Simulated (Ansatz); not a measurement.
# Run report: GaH4F, molecular dynamics (part 5 of 5)

Continued. System: GaH4F. Method: RKS PBE-D4/def2-SVP (Ansatz 0.2.0). It belongs to a series of runs on one base structure; here: dynamics from the highest image of the converged band.

Geometry of the input (Å):
```
Ga 0.0099  -0.1494  -0.0744
H  0.0189  -0.0022  1.7045
H  1.4377  0.1600  -0.6339
H  -1.4375  0.0946  -0.6150
F  0.0586  -1.9731  0.8150
H  0.0408  -1.0417  1.5561
```

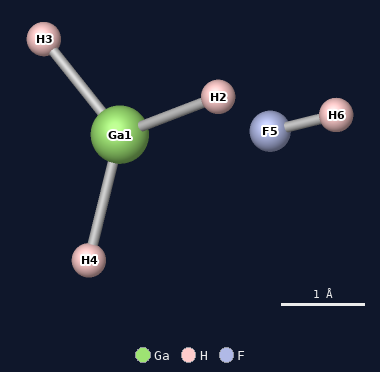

Fig. 1: The geometry at step 173 of the log (ball-and-stick view, seen at a tilt; atoms are numbered from 1 in the order of the input).

## Trajectory as extended XYZ, continued
```
6
Properties=species:S:1:pos:R:3:forces:R:3 step=147 time_fs=73.5 energy=-55139.44017 temperature=242.2
Ga    0.0068   -0.0094   -0.1275   -0.4519  -0.1419   0.2383
H     0.0019    0.4726    1.4471   -0.0095  -0.1972  -0.6196
H     1.3898   -0.0781   -0.9288   -0.2054  -0.0320   0.1651
H    -1.4231   -0.1761   -0.9304    0.6717   0.0498   0.4324
F     0.0699   -2.4232    1.0358   -0.0166   0.0417  -0.9517
H     0.0914   -2.2058    1.9334    0.0117   0.2795   0.7355
6
Properties=species:S:1:pos:R:3:forces:R:3 step=149 time_fs=74.5 energy=-55139.44289 temperature=247.1
Ga    0.0066   -0.0075   -0.1285   -0.4061  -0.1049   0.2379
H     0.0082    0.4893    1.4399   -0.0220  -0.2145  -0.5966
H     1.3928   -0.0736   -0.9251   -0.2130  -0.0452   0.1564
H    -1.4211   -0.1709   -0.9290    0.6468   0.0348   0.4173
F     0.0705   -2.4312    1.0391   -0.0073   0.1446  -0.5751
H     0.0867   -2.2140    1.9436    0.0016   0.1852   0.3601
6
Properties=species:S:1:pos:R:3:forces:R:3 step=150 time_fs=75.0 energy=-55139.44710 temperature=255.1
Ga    0.0065   -0.0065   -0.1290   -0.3688  -0.0908   0.2358
H     0.0112    0.4968    1.4342   -0.0276  -0.2156  -0.5628
H     1.3936   -0.0715   -0.9226   -0.2070  -0.0521   0.1464
H    -1.4178   -0.1682   -0.9269    0.6094   0.0244   0.3951
F     0.0707   -2.4352    1.0406   -0.0030   0.2171  -0.2958
H     0.0844   -2.2174    1.9503   -0.0031   0.1171   0.0812
6
Properties=species:S:1:pos:R:3:forces:R:3 step=152 time_fs=76.0 energy=-55139.45560 temperature=271.5
Ga    0.0061   -0.0046   -0.1299   -0.2648  -0.0708   0.2280
H     0.0172    0.5104    1.4188   -0.0371  -0.2023  -0.4526
H     1.3936   -0.0676   -0.9167   -0.1762  -0.0665   0.1161
H    -1.4070   -0.1626   -0.9197    0.4850  -0.0021   0.3219
F     0.0712   -2.4431    1.0435    0.0004   0.3550   0.2398
H     0.0798   -2.2235    1.9636   -0.0073  -0.0132  -0.4533
6
Properties=species:S:1:pos:R:3:forces:R:3 step=154 time_fs=77.0 energy=-55139.46263 temperature=285.1
Ga    0.0058   -0.0027   -0.1308   -0.1218  -0.0608   0.2150
H     0.0227    0.5221    1.3991   -0.0436  -0.1686  -0.2893
H     1.3920   -0.0644   -0.9097   -0.1234  -0.0818   0.0736
H    -1.3915   -0.1570   -0.9095    0.2965  -0.0361   0.2115
F     0.0718   -2.4509    1.0466   -0.0031   0.4359   0.5425
H     0.0751   -2.2296    1.9727   -0.0046  -0.0887  -0.7533
6
Properties=species:S:1:pos:R:3:forces:R:3 step=156 time_fs=78.0 energy=-55139.46749 temperature=294.3
Ga    0.0054   -0.0008   -0.1317    0.0565  -0.0600   0.1967
H     0.0278    0.5322    1.3767   -0.0470  -0.1162  -0.0823
H     1.3891   -0.0620   -0.9020   -0.0540  -0.0975   0.0224
H    -1.3732   -0.1517   -0.8973    0.0530  -0.0764   0.0696
F     0.0723   -2.4584    1.0499   -0.0093   0.4331   0.4984
H     0.0703   -2.2366    1.9747    0.0008  -0.0830  -0.7048
6
Properties=species:S:1:pos:R:3:forces:R:3 step=158 time_fs=79.0 energy=-55139.46400 temperature=287.3
Ga    0.0050    0.0010   -0.1326    0.2571  -0.0678   0.1733
H     0.0325    0.5411    1.3535   -0.0475  -0.0498   0.1510
H     1.3858   -0.0606   -0.8941    0.0236  -0.1131  -0.0327
H    -1.3544   -0.1472   -0.8844   -0.2240  -0.1201  -0.0913
F     0.0728   -2.4657    1.0534   -0.0123   0.3495   0.1232
H     0.0656   -2.2443    1.9703    0.0031   0.0013  -0.3235
6
Properties=species:S:1:pos:R:3:forces:R:3 step=159 time_fs=79.5 energy=-55139.45670 temperature=273.2
Ga    0.0049    0.0020   -0.1330    0.3581  -0.0745   0.1597
H     0.0347    0.5454    1.3423   -0.0469  -0.0138   0.2694
H     1.3842   -0.0602   -0.8902    0.0622  -0.1205  -0.0599
H    -1.3457   -0.1453   -0.8782   -0.3639  -0.1418  -0.1723
F     0.0731   -2.4692    1.0552   -0.0112   0.2868  -0.1477
H     0.0632   -2.2482    1.9666    0.0016   0.0639  -0.0493
6
Properties=species:S:1:pos:R:3:forces:R:3 step=161 time_fs=80.5 energy=-55139.43206 temperature=226.0
Ga    0.0046    0.0038   -0.1339    0.5388  -0.0919   0.1297
H     0.0387    0.5539    1.3221   -0.0450   0.0561   0.4884
H     1.3814   -0.0604   -0.8829    0.1321  -0.1337  -0.1098
H    -1.3311   -0.1427   -0.8672   -0.6157  -0.1809  -0.3179
F     0.0736   -2.4763    1.0588   -0.0039   0.1587  -0.6911
H     0.0585   -2.2554    1.9596   -0.0062   0.1917   0.5007
6
Properties=species:S:1:pos:R:3:forces:R:3 step=163 time_fs=81.5 energy=-55139.40713 temperature=178.3
Ga    0.0044    0.0057   -0.1347    0.6578  -0.1108   0.0978
H     0.0423    0.5630    1.3065   -0.0442   0.1115   0.6521
H     1.3800   -0.0619   -0.8767    0.1826  -0.1437  -0.1487
H    -1.3224   -0.1418   -0.8592   -0.7856  -0.2082  -0.4164
F     0.0741   -2.4832    1.0620    0.0042   0.0944  -0.9650
H     0.0537   -2.2608    1.9573   -0.0148   0.2569   0.7802
6
Properties=species:S:1:pos:R:3:forces:R:3 step=165 time_fs=82.5 energy=-55139.39806 temperature=160.7
Ga    0.0042    0.0075   -0.1355    0.6833  -0.1254   0.0688
H     0.0454    0.5731    1.2971   -0.0465   0.1385   0.7280
H     1.3802   -0.0648   -0.8719    0.2048  -0.1493  -0.1717
H    -1.3212   -0.1429   -0.8552   -0.8306  -0.2177  -0.4444
F     0.0746   -2.4902    1.0647    0.0027   0.1438  -0.7805
H     0.0488   -2.2638    1.9621   -0.0138   0.2100   0.5997
6
Properties=species:S:1:pos:R:3:forces:R:3 step=166 time_fs=83.0 energy=-55139.40001 temperature=164.3
Ga    0.0042    0.0085   -0.1359    0.6576  -0.1293   0.0575
H     0.0468    0.5786    1.2950   -0.0493   0.1385   0.7272
H     1.3811   -0.0667   -0.8701    0.2036  -0.1502  -0.1763
H    -1.3235   -0.1442   -0.8547   -0.8007  -0.2148  -0.4291
F     0.0749   -2.4936    1.0659   -0.0033   0.2055  -0.5450
H     0.0463   -2.2645    1.9668   -0.0080   0.1502   0.3657
6
Properties=species:S:1:pos:R:3:forces:R:3 step=168 time_fs=84.0 energy=-55139.41018 temperature=183.7
Ga    0.0042    0.0103   -0.1367    0.5387  -0.1276   0.0454
H     0.0493    0.5906    1.2960   -0.0579   0.1100   0.6488
H     1.3842   -0.0717   -0.8678    0.1765  -0.1480  -0.1717
H    -1.3338   -0.1483   -0.8569   -0.6458  -0.1942  -0.3459
F     0.0754   -2.5004    1.0682   -0.0227   0.3563   0.0214
H     0.0413   -2.2650    1.9782    0.0111   0.0035  -0.1981
6
Properties=species:S:1:pos:R:3:forces:R:3 step=170 time_fs=85.0 energy=-55139.42122 temperature=205.0
Ga    0.0043    0.0121   -0.1375    0.3600  -0.1137   0.0509
H     0.0512    0.6037    1.3031   -0.0695   0.0488   0.4855
H     1.3890   -0.0781   -0.8671    0.1203  -0.1407  -0.1501
H    -1.3502   -0.1543   -0.8623   -0.3990  -0.1577  -0.2125
F     0.0759   -2.5070    1.0704   -0.0427   0.4780   0.4609
H     0.0363   -2.2654    1.9878    0.0309  -0.1148  -0.6347
6
Properties=species:S:1:pos:R:3:forces:R:3 step=172 time_fs=86.0 energy=-55139.42977 temperature=221.4
Ga    0.0044    0.0138   -0.1383    0.1635  -0.0914   0.0737
H     0.0524    0.6172    1.3148   -0.0818  -0.0330   0.2710
H     1.3950   -0.0859   -0.8678    0.0437  -0.1287  -0.1157
H    -1.3704   -0.1618   -0.8697   -0.1135  -0.1118  -0.0590
F     0.0764   -2.5133    1.0729   -0.0523   0.5197   0.5902
H     0.0316   -2.2669    1.9916    0.0404  -0.1548  -0.7601
6
Properties=species:S:1:pos:R:3:forces:R:3 step=173 time_fs=86.5 energy=-55139.43228 temperature=226.2
Ga    0.0045    0.0147   -0.1386    0.0700  -0.0792   0.0901
H     0.0528    0.6239    1.3218   -0.0874  -0.0771   0.1562
H     1.3982   -0.0903   -0.8686    0.0012  -0.1212  -0.0955
H    -1.3811   -0.1660   -0.8738    0.0282  -0.0875   0.0167
F     0.0766   -2.5164    1.0742   -0.0506   0.5042   0.5204
H     0.0295   -2.2682    1.9907    0.0386  -0.1392  -0.6879
6
Properties=species:S:1:pos:R:3:forces:R:3 step=175 time_fs=87.5 energy=-55139.43025 temperature=222.1
Ga    0.0046    0.0165   -0.1394   -0.0924  -0.0573   0.1286
H     0.0528    0.6367    1.3366   -0.0964  -0.1629  -0.0675
H     1.4045   -0.0998   -0.8708   -0.0850  -0.1039  -0.0525
H    -1.4019   -0.1749   -0.8815    0.2858  -0.0397   0.1531
F     0.0770   -2.5224    1.0771   -0.0325   0.4057   0.1430
H     0.0253   -2.2717    1.9845    0.0205  -0.0420  -0.3048
6
Properties=species:S:1:pos:R:3:forces:R:3 step=177 time_fs=88.5 energy=-55139.41556 temperature=193.9
Ga    0.0047    0.0182   -0.1401   -0.2132  -0.0440   0.1695
H     0.0519    0.6478    1.3507   -0.1011  -0.2366  -0.2626
H     1.4099   -0.1103   -0.8736   -0.1637  -0.0841  -0.0109
H    -1.4200   -0.1842   -0.8879    0.4900   0.0036   0.2597
F     0.0775   -2.5282    1.0800    0.0006   0.2529  -0.4085
H     0.0214   -2.2756    1.9754   -0.0127   0.1082   0.2529
6
Properties=species:S:1:pos:R:3:forces:R:3 step=179 time_fs=89.5 energy=-55139.39405 temperature=152.7
Ga    0.0049    0.0200   -0.1409   -0.2902  -0.0442   0.2078
H     0.0500    0.6568    1.3624   -0.1010  -0.2911  -0.4131
H     1.4138   -0.1217   -0.8764   -0.2261  -0.0629   0.0247
H    -1.4335   -0.1935   -0.8917    0.6295   0.0398   0.3306
F     0.0779   -2.5338    1.0827    0.0322   0.1261  -0.8450
H     0.0174   -2.2785    1.9687   -0.0443   0.2324   0.6951
6
Properties=species:S:1:pos:R:3:forces:R:3 step=181 time_fs=90.5 energy=-55139.38015 temperature=126.1
Ga    0.0049    0.0217   -0.1415   -0.3263  -0.0604   0.2409
H     0.0472    0.6629    1.3702   -0.0961  -0.3224  -0.5106
H     1.4156   -0.1336   -0.8790   -0.2661  -0.0414   0.0508
H    -1.4410   -0.2024   -0.8924    0.7008   0.0673   0.3644
F     0.0783   -2.5394    1.0851    0.0392   0.1104  -0.8846
H     0.0129   -2.2792    1.9684   -0.0515   0.2464   0.7391
6
Properties=species:S:1:pos:R:3:forces:R:3 step=182 time_fs=91.0 energy=-55139.37854 temperature=122.8
Ga    0.0049    0.0226   -0.1419   -0.3300  -0.0742   0.2551
H     0.0455    0.6649    1.3723   -0.0919  -0.3288  -0.5385
H     1.4155   -0.1398   -0.8802   -0.2764  -0.0308   0.0595
H    -1.4423   -0.2067   -0.8915    0.7108   0.0774   0.3676
F     0.0786   -2.5421    1.0860    0.0297   0.1533  -0.7332
H     0.0105   -2.2786    1.9710   -0.0421   0.2031   0.5895
6
Properties=species:S:1:pos:R:3:forces:R:3 step=184 time_fs=92.0 energy=-55139.38262 temperature=130.5
Ga    0.0049    0.0243   -0.1425   -0.3098  -0.1118   0.2780
H     0.0413    0.6664    1.3725   -0.0805  -0.3228  -0.5514
H     1.4134   -0.1522   -0.8820   -0.2765  -0.0107   0.0677
H    -1.4397   -0.2145   -0.8870    0.6795   0.0894   0.3467
F     0.0790   -2.5476    1.0878   -0.0095   0.3057  -0.2198
H     0.0054   -2.2762    1.9797   -0.0032   0.0503   0.0789
6
Properties=species:S:1:pos:R:3:forces:R:3 step=186 time_fs=93.0 energy=-55139.39048 temperature=145.7
Ga    0.0049    0.0260   -0.1431   -0.2526  -0.1590   0.2928
H     0.0364    0.6648    1.3676   -0.0653  -0.2920  -0.5075
H     1.4087   -0.1648   -0.8832   -0.2494   0.0068   0.0630
H    -1.4307   -0.2216   -0.8792    0.5802   0.0893   0.2899
F     0.0795   -2.5529    1.0894   -0.0554   0.4674   0.3050
H     0.0003   -2.2734    1.9893    0.0425  -0.1124  -0.4431
6
Properties=species:S:1:pos:R:3:forces:R:3 step=188 time_fs=94.0 energy=-55139.40106 temperature=166.2
Ga    0.0048    0.0277   -0.1437   -0.1574  -0.2117   0.2982
H     0.0308    0.6605    1.3578   -0.0470  -0.2371  -0.4079
H     1.4016   -0.1773   -0.8838   -0.1968   0.0209   0.0460
H    -1.4162   -0.2278   -0.8686    0.4144   0.0756   0.1984
F     0.0799   -2.5580    1.0911   -0.0848   0.5590   0.5915
H    -0.0044   -2.2715    1.9947    0.0715  -0.2067  -0.7262
6
Properties=species:S:1:pos:R:3:forces:R:3 step=189 time_fs=94.5 energy=-55139.40749 temperature=178.5
Ga    0.0048    0.0286   -0.1439   -0.0956  -0.2391   0.2967
H     0.0278    0.6574    1.3514   -0.0369  -0.2011  -0.3383
H     1.3973   -0.1835   -0.8840   -0.1623   0.0265   0.0335
H    -1.4073   -0.2306   -0.8626    0.3082   0.0635   0.1406
F     0.0801   -2.5604    1.0921   -0.0883   0.5650   0.6074
H    -0.0065   -2.2713    1.9949    0.0749  -0.2149  -0.7399
6
Properties=species:S:1:pos:R:3:forces:R:3 step=191 time_fs=95.5 energy=-55139.41864 temperature=199.7
Ga    0.0047    0.0302   -0.1444    0.0528  -0.2948   0.2835
H     0.0217    0.6499    1.3363   -0.0158  -0.1141  -0.1635
H     1.3876   -0.1957   -0.8840   -0.0806   0.0350   0.0020
H    -1.3876   -0.2358   -0.8496    0.0573   0.0296   0.0053
F     0.0805   -2.5651    1.0943   -0.0692   0.4918   0.3793
H    -0.0102   -2.2724    1.9902    0.0557  -0.1475  -0.5066
6
Properties=species:S:1:pos:R:3:forces:R:3 step=193 time_fs=96.5 energy=-55139.41791 temperature=198.1
Ga    0.0046    0.0318   -0.1449    0.2219  -0.3515   0.2542
H     0.0154    0.6414    1.3197    0.0056  -0.0122   0.0471
H     1.3772   -0.2075   -0.8841    0.0105   0.0405  -0.0348
H    -1.3675   -0.2407   -0.8366   -0.2243  -0.0141  -0.1452
F     0.0808   -2.5695    1.0967   -0.0197   0.3276  -0.1113
H    -0.0134   -2.2748    1.9809    0.0059   0.0097  -0.0100
6
Properties=species:S:1:pos:R:3:forces:R:3 step=195 time_fs=97.5 energy=-55139.39995 temperature=163.7
Ga    0.0045    0.0333   -0.1453    0.3850  -0.4100   0.2067
H     0.0091    0.6327    1.3035    0.0255   0.0947   0.2710
H     1.3669   -0.2189   -0.8844    0.1007   0.0446  -0.0717
H    -1.3494   -0.2458   -0.8250   -0.4972  -0.0597  -0.2904
F     0.0811   -2.5737    1.0990    0.0392   0.1450  -0.6372
H    -0.0166   -2.2771    1.9715   -0.0531   0.1854   0.5216
6
Properties=species:S:1:pos:R:3:forces:R:3 step=196 time_fs=98.0 energy=-55139.38744 temperature=139.8
Ga    0.0045    0.0341   -0.1455    0.4526  -0.4403   0.1763
H     0.0061    0.6287    1.2963    0.0344   0.1459   0.3780
H     1.3620   -0.2245   -0.8848    0.1417   0.0467  -0.0884
H    -1.3420   -0.2485   -0.8202   -0.6147  -0.0798  -0.3527
F     0.0813   -2.5758    1.1001    0.0610   0.0810  -0.8139
H    -0.0183   -2.2777    1.9683   -0.0750   0.2465   0.7007
6
Properties=species:S:1:pos:R:3:forces:R:3 step=198 time_fs=99.0 energy=-55139.36653 temperature=99.7
Ga    0.0045    0.0356   -0.1459    0.5356  -0.5028   0.1060
H     0.0002    0.6217    1.2847    0.0490   0.2334   0.5583
H     1.3534   -0.2353   -0.8864    0.2086   0.0525  -0.1148
H    -1.3319   -0.2545   -0.8132   -0.7791  -0.1063  -0.4403
F     0.0817   -2.5799    1.1018    0.0686   0.0637  -0.8424
H    -0.0223   -2.2770    1.9672   -0.0826   0.2595   0.7331
6
Properties=species:S:1:pos:R:3:forces:R:3 step=200 time_fs=100.0 energy=-55139.35848 temperature=84.0
Ga    0.0046    0.0370   -0.1463    0.5257  -0.5654   0.0331
H    -0.0051    0.6170    1.2785    0.0590   0.2886   0.6633
H     1.3468   -0.2456   -0.8889    0.2477   0.0619  -0.1274
H    -1.3291   -0.2616   -0.8103   -0.8184  -0.1064  -0.4622
F     0.0821   -2.5841    1.1032    0.0245   0.1957  -0.4546
H    -0.0271   -2.2740    1.9729   -0.0385   0.1255   0.3478
```

## Key numbers

| quantity | value |
| --- | --- |
| outcome | finished |
| mean temperature over the second half | 291 K |
| trajectory | 200 steps, 100 fs |
| ensemble | nve |
| temperature in the input | 300.0 K |
| time step | 0.5 fs |
| potential energy (last step) | −55139.3585 eV |
| mean-field energy (last step) | −55139.3006 eV |
| largest force (length of the vector) (last step) | 0.946 eV/Å |
| wall time | 4.1 min |
| peak memory | 0.11 GiB |

So short a trajectory is not equilibrated.
